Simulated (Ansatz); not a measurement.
Molecular dynamics of GeH5ClF2 (part 2 of 2)

Continued. System: GeH5ClF2. Method: RKS PBE0-D4/def2-SVP (Ansatz 0.2.0). Some settings of this run were made unusual or wrong on purpose.

Geometry of the input (Å):
```
Ge -0.8964  -1.2310  -0.0430
Cl 0.2359  -0.6198  1.7397
H  0.1433  -1.5805  -1.1013
H  -1.6813  -2.4514  0.4467
H  -1.7957  -0.0502  -0.3910
H  0.9151  1.6430  -0.8729
F  0.4854  1.2566  -1.6099
H  1.1298  1.1358  1.1393
F  1.4638  1.8975  0.6924
```

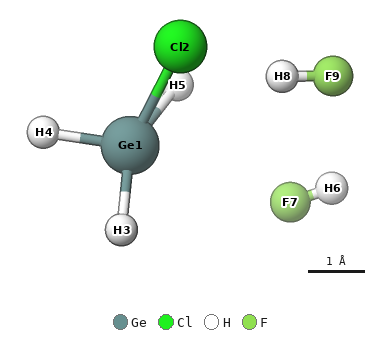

The geometry at step 16 of the log (ball-and-stick view, seen at a tilt; atoms are numbered from 1 in the order of the input).

**Trajectory as extended XYZ, continued**
```
9
Properties=species:S:1:pos:R:3:forces:R:3 step=7 time_fs=3.5 energy=-74523.16790 temperature=5370.3
Ge   -0.8621   -1.2326   -0.0343    0.6418  -4.8341  -1.6893
Cl    0.1776   -0.6018    1.7305    1.6753  -0.5110   1.6075
H    -0.0570   -1.9027   -1.2807   -0.3990   1.0429   1.1530
H    -1.8467   -2.3972    0.4157    0.4994   0.5720  -0.0856
H    -1.3945    0.0053    0.1704   -2.4120   3.7822  -1.0697
H     1.1214    2.0415   -0.9844   -3.5393  -4.1720  -2.5849
F     0.4302    1.2949   -1.6390    3.3908   3.7031   3.0633
H     1.0918    1.0382    1.0208   -0.1661  -0.2201   0.0041
F     1.4860    1.8272    0.6990    0.3093   0.6370  -0.3985
9
Properties=species:S:1:pos:R:3:forces:R:3 step=8 time_fs=4.0 energy=-74523.10071 temperature=5293.2
Ge   -0.8571   -1.2335   -0.0332   -0.2416  -3.6485  -1.7763
Cl    0.1696   -0.5993    1.7295    1.9492  -0.6165   1.9073
H    -0.0891   -1.9418   -1.2980   -0.3491   1.1687   1.2381
H    -1.8667   -2.3854    0.4105    0.5367   0.6145  -0.0650
H    -1.3625    0.0533    0.2417   -1.9149   2.5053  -1.3828
H     1.1208    2.0641   -1.0264   -3.6089  -4.2879  -2.4462
F     0.4239    1.3020   -1.6415    3.4675   3.8289   2.8925
H     1.0830    1.0183    1.0057    0.0533   0.2028  -0.1293
F     1.4894    1.8176    0.6997    0.1076   0.2326  -0.2382
9
Properties=species:S:1:pos:R:3:forces:R:3 step=9 time_fs=4.5 energy=-74523.06094 temperature=5249.0
Ge   -0.8520   -1.2345   -0.0322   -1.0345  -2.4486  -1.7479
Cl    0.1617   -0.5969    1.7286    2.2080  -0.7275   2.1989
H    -0.1220   -1.9780   -1.3124   -0.2732   1.2686   1.2955
H    -1.8854   -2.3720    0.4051    0.5630   0.6415  -0.0348
H    -1.3351    0.1073    0.3096   -1.5132   1.2541  -1.7819
H     1.1115    2.0763   -1.0742   -3.6300  -4.3360  -2.2904
F     0.4180    1.3096   -1.6437    3.5022   3.9040   2.6894
H     1.0743    0.9988    0.9903    0.2785   0.6147  -0.2323
F     1.4928    1.8081    0.7004   -0.1008  -0.1709  -0.0965
9
Properties=species:S:1:pos:R:3:forces:R:3 step=10 time_fs=5.0 energy=-74523.03392 temperature=5220.0
Ge   -0.8469   -1.2356   -0.0312   -1.6838  -1.4183  -1.6784
Cl    0.1540   -0.5945    1.7278    2.4407  -0.8397   2.4707
H    -0.1556   -2.0113   -1.3237   -0.1769   1.3412   1.3273
H    -1.9028   -2.3572    0.3997    0.5772   0.6528   0.0036
H    -1.3113    0.1643    0.3733   -1.2420   0.2111  -2.1814
H     1.0936    2.0782   -1.1276   -3.5549  -4.2652  -2.0765
F     0.4125    1.3177   -1.6456    3.4456   3.8729   2.4189
H     1.0663    0.9808    0.9744    0.4840   0.9701  -0.2954
F     1.4961    1.7985    0.7010   -0.2899  -0.5248   0.0112
9
Properties=species:S:1:pos:R:3:forces:R:3 step=11 time_fs=5.5 energy=-74523.01933 temperature=5203.7
Ge   -0.8419   -1.2368   -0.0302   -2.1915  -0.6189  -1.6190
Cl    0.1464   -0.5921    1.7272    2.6397  -0.9481   2.7146
H    -0.1895   -2.0413   -1.3319   -0.0658   1.3868   1.3350
H    -1.9188   -2.3407    0.3942    0.5783   0.6485   0.0482
H    -1.2905    0.2218    0.4318   -1.0834  -0.5666  -2.5217
H     1.0671    2.0699   -1.1859   -3.2815  -3.9625  -1.7361
F     0.4074    1.3263   -1.6471    3.1938   3.6175   2.0194
H     1.0595    0.9651    0.9577    0.6500   1.2373  -0.3173
F     1.4995    1.7889    0.7016   -0.4396  -0.7939   0.0769
9
Properties=species:S:1:pos:R:3:forces:R:3 step=12 time_fs=6.0 energy=-74523.00065 temperature=5178.8
Ge   -0.8370   -1.2379   -0.0293   -2.5815  -0.0359  -1.5909
Cl    0.1390   -0.5899    1.7268    2.8018  -1.0477   2.9262
H    -0.2237   -2.0680   -1.3368    0.0559   1.4068   1.3198
H    -1.9334   -2.3228    0.3889    0.5649   0.6292   0.0973
H    -1.2723    0.2779    0.4842   -1.0025  -1.0982  -2.7773
H     1.0328    2.0521   -1.2483   -2.6140  -3.2043  -1.1681
F     0.4028    1.3353   -1.6484    2.5492   2.9088   1.3961
H     1.0542    0.9524    0.9403    0.7604   1.3941  -0.3014
F     1.5028    1.7791    0.7022   -0.5343  -0.9529   0.0983
9
Properties=species:S:1:pos:R:3:forces:R:3 step=13 time_fs=6.5 energy=-74522.91105 temperature=5069.6
Ge   -0.8321   -1.2391   -0.0285   -2.8796   0.3749  -1.5941
Cl    0.1318   -0.5877    1.7266    2.9277  -1.1349   3.1049
H    -0.2577   -2.0914   -1.3386    0.1844   1.4029   1.2820
H    -1.9467   -2.3033    0.3838    0.5363   0.5962   0.1492
H    -1.2564    0.3315    0.5300   -0.9677  -1.4319  -2.9470
H     0.9923    2.0266   -1.3136   -1.2047  -1.5834  -0.2473
F     0.3985    1.3447   -1.6495    1.1626   1.3351   0.4279
H     1.0508    0.9430    0.9222    0.8020   1.4243  -0.2535
F     1.5060    1.7693    0.7029   -0.5608  -0.9833   0.0778
9
Properties=species:S:1:pos:R:3:forces:R:3 step=14 time_fs=7.0 energy=-74522.61872 temperature=4735.5
Ge   -0.8274   -1.2402   -0.0277   -3.1082   0.6638  -1.6186
Cl    0.1248   -0.5855    1.7267    3.0213  -1.2084   3.2522
H    -0.2913   -2.1114   -1.3373    0.3151   1.3791   1.2254
H    -1.9587   -2.2823    0.3790    0.4939   0.5527   0.2020
H    -1.2429    0.3816    0.5688   -0.9554  -1.6239  -3.0450
H     0.9489    1.9973   -1.3795    1.4199   1.4719   1.0839
F     0.3944    1.3543   -1.6505   -1.4420  -1.6791  -0.9417
H     1.0492    0.9370    0.9034    0.7628   1.3151  -0.1803
F     1.5092    1.7593    0.7036   -0.5074  -0.8712   0.0222
9
Properties=species:S:1:pos:R:3:forces:R:3 step=15 time_fs=7.5 energy=-74522.01896 temperature=4084.2
Ge   -0.8228   -1.2414   -0.0270   -3.2856   0.8793  -1.6508
Cl    0.1180   -0.5835    1.7269    3.0888  -1.2689   3.3711
H    -0.3241   -2.1281   -1.3331    0.4442   1.3405   1.1551
H    -1.9695   -2.2601    0.3748    0.4406   0.5024   0.2536
H    -1.2317    0.4278    0.6003   -0.9505  -1.7287  -3.0929
H     0.9088    1.9716   -1.4428    5.3610   6.1261   2.5183
F     0.3900    1.3637   -1.6517   -5.3679  -6.3014  -2.4072
H     1.0495    0.9342    0.8842    0.6334   1.0585  -0.0894
F     1.5123    1.7492    0.7042   -0.3639  -0.6079  -0.0578
9
Properties=species:S:1:pos:R:3:forces:R:3 step=16 time_fs=8.0 energy=-74521.32661 temperature=3363.6
Ge   -0.8182   -1.2425   -0.0263   -3.4216   1.0583  -1.6758
Cl    0.1114   -0.5815    1.7273    3.1354  -1.3177   3.4644
H    -0.3558   -2.1416   -1.3261    0.5722   1.2848   1.0660
H    -1.9792   -2.2367    0.3711    0.3750   0.4448   0.3043
H    -1.2227    0.4699    0.6243   -0.9464  -1.7763  -3.1054
H     0.8816    1.9605   -1.5000    9.0263  10.5486   3.1238
F     0.3850    1.3722   -1.6531   -9.0247 -10.7039  -3.0372
H     1.0513    0.9339    0.8648    0.4103   0.6566   0.0094
F     1.5153    1.7391    0.7049   -0.1264  -0.1953  -0.1495
9
Properties=species:S:1:pos:R:3:forces:R:3 step=17 time_fs=8.5 energy=-74521.09430 temperature=3111.3
Ge   -0.8138   -1.2435   -0.0257   -3.5281   1.2502  -1.6725
Cl    0.1051   -0.5797    1.7281    3.1605  -1.3523   3.5306
H    -0.3862   -2.1520   -1.3166    0.6995   1.2095   0.9531
H    -1.9881   -2.2121    0.3682    0.2965   0.3797   0.3541
H    -1.2160    0.5078    0.6410   -0.9303  -1.8145  -3.0990
H     0.8760    1.9747   -1.5498    9.2919  10.9873   2.2947
F     0.3788    1.3794   -1.6550   -9.2890 -11.1357  -2.2256
H     1.0541    0.9352    0.8455    0.1035   0.1333   0.1035
F     1.5184    1.7289    0.7055    0.1956   0.3424  -0.2388
9
Properties=species:S:1:pos:R:3:forces:R:3 step=18 time_fs=9.0 energy=-74521.36225 temperature=3364.2
Ge   -0.8095   -1.2446   -0.0252   -3.6120   1.4701  -1.6322
Cl    0.0989   -0.5779    1.7290    3.1664  -1.3742   3.5717
H    -0.4149   -2.1595   -1.3047    0.8247   1.1146   0.8160
H    -1.9962   -2.1867    0.3661    0.2078   0.3098   0.4016
H    -1.2116    0.5413    0.6502   -0.8999  -1.8608  -3.0831
H     0.8926    2.0151   -1.5941    5.8759   6.9674   1.0292
F     0.3715    1.3852   -1.6571   -5.8772  -7.1195  -0.9713
H     1.0571    0.9368    0.8263   -0.2548  -0.4531   0.1782
F     1.5214    1.7187    0.7061    0.5690   0.9457  -0.3101
9
Properties=species:S:1:pos:R:3:forces:R:3 step=19 time_fs=9.5 energy=-74521.58214 temperature=3594.5
Ge   -0.8053   -1.2455   -0.0247   -3.6747   1.6978  -1.5583
Cl    0.0930   -0.5762    1.7302    3.1586  -1.3885   3.5934
H    -0.4417   -2.1644   -1.2910    0.9465   1.0003   0.6549
H    -2.0038   -2.1605    0.3650    0.1127   0.2382   0.4454
H    -1.2092    0.5703    0.6520   -0.8634  -1.8969  -3.0574
H     0.9233    2.0722   -1.6360    1.8155   2.0778   0.3834
F     0.3634    1.3901   -1.6594   -1.8235  -2.2388  -0.3320
H     1.0596    0.9373    0.8076   -0.6060  -1.0048   0.2196
F     1.5246    1.7087    0.7067    0.9343   1.5150  -0.3490
9
Properties=species:S:1:pos:R:3:forces:R:3 step=20 time_fs=10.0 energy=-74521.49984 temperature=3517.0
Ge   -0.8012   -1.2465   -0.0242   -3.7227   1.9308  -1.4482
Cl    0.0872   -0.5746    1.7316    3.1382  -1.3968   3.5980
H    -0.4662   -2.1669   -1.2756    1.0634   0.8663   0.4702
H    -2.0112   -2.1338    0.3649    0.0159   0.1681   0.4835
H    -1.2090    0.5948    0.6466   -0.8207  -1.9252  -3.0243
H     0.9583    2.1344   -1.6769   -1.0278  -1.3938   0.3203
F     0.3550    1.3947   -1.6617    1.0131   1.2234  -0.2725
H     1.0605    0.9354    0.7895   -0.8731  -1.4000   0.2202
F     1.5278    1.6988    0.7072    1.2138   1.9271  -0.3472
9
Properties=species:S:1:pos:R:3:forces:R:3 step=21 time_fs=10.5 energy=-74521.22000 temperature=3222.1
Ge   -0.7973   -1.2473   -0.0238   -3.7640   2.1731  -1.3001
Cl    0.0817   -0.5731    1.7333    3.1051  -1.3986   3.5867
H    -0.4881   -2.1673   -1.2592    1.1740   0.7132   0.2633
H    -2.0186   -2.1066    0.3660   -0.0773   0.1021   0.5143
H    -1.2107    0.6148    0.6339   -0.7689  -1.9551  -2.9862
H     0.9909    2.1931   -1.7171   -2.6201  -3.3614   0.4961
F     0.3468    1.3995   -1.6640    2.5995   3.1835  -0.4501
H     1.0594    0.9301    0.7718   -0.9847  -1.5332   0.1844
F     1.5312    1.6892    0.7077    1.3364   2.0764  -0.3085
9
Properties=species:S:1:pos:R:3:forces:R:3 step=22 time_fs=11.0 energy=-74520.90123 temperature=2878.4
Ge   -0.7935   -1.2481   -0.0235   -3.8057   2.4255  -1.1157
Cl    0.0764   -0.5717    1.7352    3.0595  -1.3933   3.5607
H    -0.5073   -2.1660   -1.2421    1.2765   0.5424   0.0376
H    -2.0261   -2.0792    0.3684   -0.1612   0.0422   0.5359
H    -1.2143    0.6300    0.6140   -0.7058  -1.9924  -2.9435
H     1.0172    2.2439   -1.7561   -3.4212  -4.3645   0.7186
F     0.3389    1.4046   -1.6664    3.3961   4.1814  -0.6733
H     1.0559    0.9212    0.7546   -0.9066  -1.3630   0.1296
F     1.5348    1.6799    0.7081    1.2685   1.9218  -0.2498
9
Properties=species:S:1:pos:R:3:forces:R:3 step=23 time_fs=11.5 energy=-74520.64179 temperature=2596.0
Ge   -0.7898   -1.2488   -0.0231   -3.8541   2.6854  -0.9004
Cl    0.0713   -0.5704    1.7374    3.0022  -1.3798   3.5206
H    -0.5234   -2.1634   -1.2249    1.3689   0.3570  -0.2013
H    -2.0340   -2.0517    0.3720   -0.2299  -0.0102   0.5466
H    -1.2195    0.6405    0.5871   -0.6304  -2.0402  -2.8952
H     1.0353    2.2842   -1.7934   -3.7942  -4.8405   0.9249
F     0.3315    1.4103   -1.6689    3.7661   4.6544  -0.8797
H     1.0503    0.9090    0.7377   -0.6584  -0.9342   0.0788
F     1.5386    1.6708    0.7085    1.0297   1.5083  -0.1944
9
Properties=species:S:1:pos:R:3:forces:R:3 step=24 time_fs=12.0 energy=-74520.48568 temperature=2425.7
Ge   -0.7862   -1.2494   -0.0228   -3.9141   2.9463  -0.6632
Cl    0.0664   -0.5692    1.7398    2.9341  -1.3571   3.4671
H    -0.5362   -2.1599   -1.2081    1.4494   0.1625  -0.4447
H    -2.0425   -2.0242    0.3769   -0.2780  -0.0546   0.5448
H    -1.2263    0.6461    0.5533   -0.5420  -2.0990  -2.8389
H     1.0444    2.3130   -1.8285   -3.9482  -5.0444   1.1049
F     0.3245    1.4166   -1.6715    3.9188   4.8576  -1.0596
H     1.0431    0.8946    0.7210   -0.3024  -0.3543   0.0507
F     1.5424    1.6619    0.7089    0.6823   0.9429  -0.1611
9
Properties=species:S:1:pos:R:3:forces:R:3 step=25 time_fs=12.5 energy=-74520.44949 temperature=2387.3
Ge   -0.7828   -1.2499   -0.0226   -3.9887   3.1987  -0.4171
Cl    0.0617   -0.5681    1.7424    2.8561  -1.3243   3.4003
H    -0.5456   -2.1560   -1.1925    1.5156  -0.0329  -0.6806
H    -2.0516   -1.9969    0.3832   -0.3011  -0.0913   0.5291
H    -1.2343    0.6467    0.5126   -0.4403  -2.1675  -2.7718
H     1.0440    2.3296   -1.8609   -3.9905  -5.1079   1.2631
F     0.3181    1.4235   -1.6742    3.9618   4.9232  -1.2181
H     1.0351    0.8793    0.7043    0.0855   0.2556   0.0528
F     1.5464    1.6531    0.7093    0.3015   0.3465  -0.1577
```

**What the run reported**

| quantity | value |
| --- | --- |
| outcome | finished |
| mean temperature over the second half | 3411 K |
| trajectory | 25 steps, 12.5 fs |
| ensemble | nvt_nose_hoover |
| temperature in the input | 8000 K |
| time step | 0.5 fs |
| potential energy (last step) | −74520.4495 eV |
| mean-field energy (last step) | −74520.3137 eV |
| dispersion energy (last step) | −0.1358 eV |
| SCF solution under orbital rotations (last step) | stable |
| largest force (length of the vector) (last step) | 6.604 eV/Å |
| dipole moment (last step) | 2.46 D |
| wall time | 22 s (CPU time 2.4 min) |
| peak memory | 0.49 GiB |

**Diagnosis**

This input holds a deliberate fault: far too hot. The run converged all the same; its numbers are those of the faulty input and shouldn't be used. So short a trajectory is not equilibrated. The temperature stays far from the 8000 K of the thermostat over the second half: the run isn't equilibrated.
